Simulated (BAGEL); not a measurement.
# CH2FNOSn (SMILES O=C=[N][SnH2][F]), step by step

Wanted: the energy (HF/ANO-RCC-VDZP), then a single-point energy (NEVPT2(2,2)/ANO-RCC-VDZP) of CH2FNOSn. 

Program for the calculation: BAGEL 1.2.2.

## Step 1: The molecule

The species is CH2FNOSn (7 atoms), meant as a singlet with charge 0. As SMILES, `O=C=[N][SnH2][F]`. The Sn4–F5 distance was set to 3.638 Å, away from the relaxed value. At this shape a bond of the SMILES string is far longer than usual.

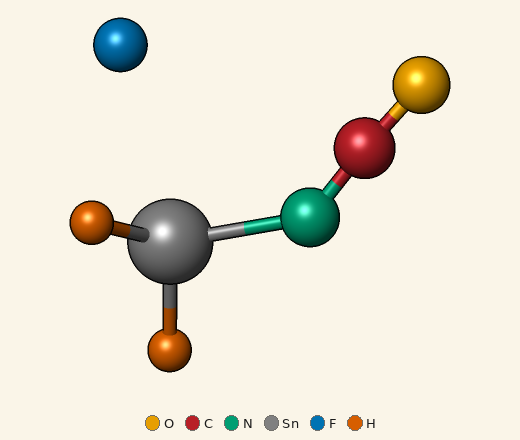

Viewed from a chosen angle; oxygen amber, carbon red, nitrogen teal, tin grey, fluorine blue, hydrogen orange.

## Step 2: The energy at HF/ANO-RCC-VDZP (DKH2, density fitting with AutoAux) (run 1)

calc.json reads:

```json
{ "bagel": [

{
  "title": "molecule",
  "basis": "ano-rcc-vdzp.json",
  "df_basis": "ano-rcc-vdzp-autoaux.json",
  "angstrom": "true",
  "dkh": "true",
  "geometry": [
    { "atom": "O", "xyz": [       0.709369,      -3.299869,       0.453169 ] },
    { "atom": "C", "xyz": [       0.809569,      -2.337369,       1.100969 ] },
    { "atom": "N", "xyz": [       0.910169,      -1.388769,       1.834169 ] },
    { "atom": "Sn", "xyz": [       1.088469,       0.601031,       1.703269 ] },
    { "atom": "F", "xyz": [      -0.877100,       1.510000,      -1.220100 ] },
    { "atom": "H", "xyz": [       0.312469,       1.265531,       3.049969 ] },
    { "atom": "H", "xyz": [       2.694869,       0.997931,       1.341569 ] }
  ]
},

{
  "title": "hf",
  "charge": 0
},

{
  "title": "print",
  "file": "orbitals.molden",
  "orbitals": "true"
}

]}
```

The basis set ANO-RCC-VDZP is read from a file made from the Basis Set Exchange's data (not shown).

Command:

```sh
$ BAGEL_NUM_THREADS=1 BAGEL calc.json > calc.out
```

The program printed:

```text
* using 1 threads per process

  ===============================================================
  ===============================================================

  *** Geometry ***

  { "atom" : "O", "xyz" : [      1.340513,     -6.235849,      0.856365 ] },
  { "atom" : "C", "xyz" : [      1.529864,     -4.416987,      2.080530 ] },
  { "atom" : "N", "xyz" : [      1.719970,     -2.624393,      3.466077 ] },
  { "atom" : "Sn", "xyz" : [      2.056908,      1.135784,      3.218712 ] },
  { "atom" : "F", "xyz" : [     -1.657479,      2.853486,     -2.305655 ] },
  { "atom" : "H", "xyz" : [      0.590481,      2.391507,      5.763606 ] },
  { "atom" : "H", "xyz" : [      5.092564,      1.885816,      2.535198 ] },

  Number of auxiliary basis functions:     1238

  Since a DF basis is specified, we compute 2- and 3-index integrals:
    o Being stored without compression. Storage requirement is 0.118 GB

  Number of basis functions:      109
  Number of electrons      :       82

    * METHOD: MOLECULE                             1.75

  *** RHF ***

  === Nuclear Repulsion ===
   374.6622263690

      * DIIS with orbital gradients will be used.

  === RHF iteration (ano-rcc-vdzp.json) ===
      0      -6439.91837899          0.02054416           0.39
      1      -6439.01291497          0.03132482           0.39
      2      -6440.30318168          0.00807259           0.39
      3      -6440.36612159          0.00250121           0.39
      4      -6440.37310721          0.00055281           0.39
      5      -6440.37345012          0.00015849           0.38
      6      -6440.37348836          0.00007171           0.38
      7      -6440.37349658          0.00003031           0.38
      8      -6440.37350001          0.00001268           0.38
      9      -6440.37350071          0.00000748           0.39
     10      -6440.37350102          0.00000421           0.39
     11      -6440.37350117          0.00000203           0.39
     12      -6440.37350120          0.00000121           0.39
     13      -6440.37350120          0.00000066           0.39
     14      -6440.37350121          0.00000033           0.39
     15      -6440.37350121          0.00000018           0.39
     16      -6440.37350120          0.00000011           0.39
     17      -6440.37350121          0.00000006           0.39
     18      -6440.37350121          0.00000003           0.40
     19      -6440.37350121          0.00000002           0.39
     20      -6440.37350121          0.00000001           0.39
     21      -6440.37350121          0.00000001           0.39
    * SCF iteration converged.

    * Permanent dipole moment:
           (   -2.982648,     0.348335,    -4.283051) a.u.

    * METHOD: HF                                   9.86

    * METHOD: PRINT                                0.02

  ===============================================================
```

Run time: 12 s. Hardware: 1 thread of AMD EPYC 9R45 (Zen 5), shared host; peak memory 0.43 GiB.

## Step 3: A single-point energy at NEVPT2(2,2)/ANO-RCC-VDZP (DKH2, density fitting with AutoAux) (run 2)

calc.json reads:

```json
{ "bagel" : [

{
  "title" : "molecule",
  "basis" : "ano-rcc-vdzp.json",
  "df_basis" : "ano-rcc-vdzp-autoaux.json",
  "angstrom" : "true",
  "dkh" : "true",
  "geometry" : [
    { "atom" : "O", "xyz" : [       0.709369,      -3.299869,       0.453169 ] },
    { "atom" : "C", "xyz" : [       0.809569,      -2.337369,       1.100969 ] },
    { "atom" : "N", "xyz" : [       0.910169,      -1.388769,       1.834169 ] },
    { "atom" : "Sn", "xyz" : [       1.088469,       0.601031,       1.703269 ] },
    { "atom" : "F", "xyz" : [      -0.877100,       1.510000,      -1.220100 ] },
    { "atom" : "H", "xyz" : [       0.312469,       1.265531,       3.049969 ] },
    { "atom" : "H", "xyz" : [       2.694869,       0.997931,       1.341569 ] }
  ]
},

{
  "title" : "hf"
},

{
  "title" : "nevpt2",
  "nstate" : 1,
  "nact" : 2,
  "nclosed" : 40,
  "active" : [41, 42],
  "maxiter" : 200,
  "natocc" : "true",
  "ncore" : 22
},

{
  "title" : "print",
  "file" : "orbitals.molden",
  "orbitals" : "true"
}

]}
```

The basis set ANO-RCC-VDZP is read from a file made from the Basis Set Exchange's data (not shown).

Command:

```sh
$ BAGEL_NUM_THREADS=1 BAGEL calc.json > calc.out
```

The program printed:

```text
* using 1 threads per process

  ===============================================================
  ===============================================================

  *** Geometry ***

  { "atom" : "O", "xyz" : [      1.340513,     -6.235849,      0.856365 ] },
  { "atom" : "C", "xyz" : [      1.529864,     -4.416987,      2.080530 ] },
  { "atom" : "N", "xyz" : [      1.719970,     -2.624393,      3.466077 ] },
  { "atom" : "Sn", "xyz" : [      2.056908,      1.135784,      3.218712 ] },
  { "atom" : "F", "xyz" : [     -1.657479,      2.853486,     -2.305655 ] },
  { "atom" : "H", "xyz" : [      0.590481,      2.391507,      5.763606 ] },
  { "atom" : "H", "xyz" : [      5.092564,      1.885816,      2.535198 ] },

  Number of auxiliary basis functions:     1238

  Since a DF basis is specified, we compute 2- and 3-index integrals:
    o Being stored without compression. Storage requirement is 0.118 GB

  Number of basis functions:      109
  Number of electrons      :       82

    * METHOD: MOLECULE                             1.74

  *** RHF ***

  === Nuclear Repulsion ===
   374.6622263690

      * DIIS with orbital gradients will be used.

  === RHF iteration (ano-rcc-vdzp.json) ===
      0      -6439.91837899          0.02054416           0.39
      1      -6439.01291497          0.03132482           0.40
      2      -6440.30318168          0.00807259           0.40
      3      -6440.36612159          0.00250121           0.40
      4      -6440.37310721          0.00055281           0.40
      5      -6440.37345012          0.00015849           0.40
      6      -6440.37348836          0.00007171           0.40
      7      -6440.37349658          0.00003031           0.40
      8      -6440.37350001          0.00001268           0.40
      9      -6440.37350071          0.00000748           0.40
     10      -6440.37350102          0.00000421           0.40
     11      -6440.37350117          0.00000203           0.40
     12      -6440.37350120          0.00000121           0.39
     13      -6440.37350120          0.00000066           0.39
     14      -6440.37350121          0.00000033           0.39
     15      -6440.37350121          0.00000018           0.39
     16      -6440.37350120          0.00000011           0.39
     17      -6440.37350121          0.00000006           0.39
     18      -6440.37350121          0.00000003           0.39
     19      -6440.37350121          0.00000002           0.39
     20      -6440.37350121          0.00000001           0.39
     21      -6440.37350121          0.00000001           0.39
    * SCF iteration converged.

    * Permanent dipole moment:
           (   -2.982648,     0.348335,    -4.283051) a.u.

    * METHOD: HF                                  10.01

    * freezing 22 orbitals
  ---------------------------
      CASSCF calculation
  ---------------------------

    ==== Active orbitals : =====
         Orbital 41
         Orbital 42
    ============================

    * nstate   :      1
    * nclosed  :     40
    * nact     :      2
    * nvirt    :     67
  === CASSCF iteration (ano-rcc-vdzp.json) ===

    * Using the second-order algorithm

      0  0     -6440.37769346     3.32e-03      0.11

      1  0     -6440.39763146     8.46e-04      1.87

      2  0     -6440.40691704     2.55e-03      2.23

      3  0     -6440.41254786     3.00e-03      2.23

      4  0     -6440.41920384     3.23e-03      2.07

      5  0     -6440.42647167     3.10e-03      1.95

      6  0     -6440.43285833     2.50e-03      2.20

      7  0     -6440.43693706     1.68e-03      2.19

      8  0     -6440.43880575     9.81e-04      2.28

      9  0     -6440.43946844     5.30e-04      2.31

     10  0     -6440.43966917     2.76e-04      2.32

     11  0     -6440.43972498     1.42e-04      2.30

     12  0     -6440.43973983     7.20e-05      2.29

     13  0     -6440.43974369     3.65e-05      2.28

     14  0     -6440.43974468     1.84e-05      2.38

     15  0     -6440.43974493     9.30e-06      2.39

     16  0     -6440.43974500     4.69e-06      2.40

     17  0     -6440.43974502     2.36e-06      2.44

     18  0     -6440.43974502     1.19e-06      2.37

     19  0     -6440.43974502     6.01e-07      2.30

     20  0     -6440.43974502     3.03e-07      2.20

     21  0     -6440.43974502     1.53e-07      2.09

     22  0     -6440.43974502     7.73e-08      2.10

     23  0     -6440.43974502     3.86e-08      2.02

     24  0     -6440.43974503     2.02e-08      2.03

     25  0     -6440.43974503     1.03e-08      1.97

     26  0     -6440.43974502     6.06e-09      1.94

    * Second-order optimization converged. *

     guess   0:   closed 1.                   open ..

  === FCI iteration ===

      0  0     -6440.28775810     1.30e-01      0.00
      1  0     -6440.39751043     4.93e-02      0.00
      2  0 *   -6440.43974502     6.46e-16      0.00

     * ci vector, state   0, <S^2> = 0.0000
       2.     0.8353367972
       .2    -0.5497385154

  === DF-NEVPT2 calculation ===

    * 3-index integral transformation done
    * assembly done

      NEVPT2 correlation energy:   -1.1252817393      0.30

          (+0)     -0.9291170858
          (+0)'    -0.1049926500
          (+1)     -0.0223203672
          (+1)'    -0.0040279328
          (+2)     -0.0002103499
          (-1)     -0.0611633602
          (-1)'    -0.0028391881
          (-2)     -0.0006108052

      NEVPT2 total energy:       -6441.5650267598

    * METHOD: NEVPT2                              59.80

    * METHOD: PRINT                                0.02

  ===============================================================
```

It took 72 s on 1 thread of AMD EPYC 9R45 (Zen 5), shared host; peak memory 0.45 GiB.

## Step 4: What came out

| quantity | value |
| --- | --- |
| run 1, HF/ANO-RCC-VDZP: total energy | -6440.37350 Eh |
| run 1, HF/ANO-RCC-VDZP: dipole moment | 13.30 D |
| run 1, HF/ANO-RCC-VDZP: HOMO energy | -9.96 eV |
| run 1, HF/ANO-RCC-VDZP: LUMO energy | -2.70 eV |
| run 1, HF/ANO-RCC-VDZP: HOMO–LUMO gap | 7.25 eV |
| run 2, NEVPT2(2,2)/ANO-RCC-VDZP: total energy | -6441.56503 Eh |

What this shows: One bond (run 1, HF/ANO-RCC-VDZP) is far stretched, which a spin-restricted single reference describes badly; a broken-symmetry solution may lie lower.
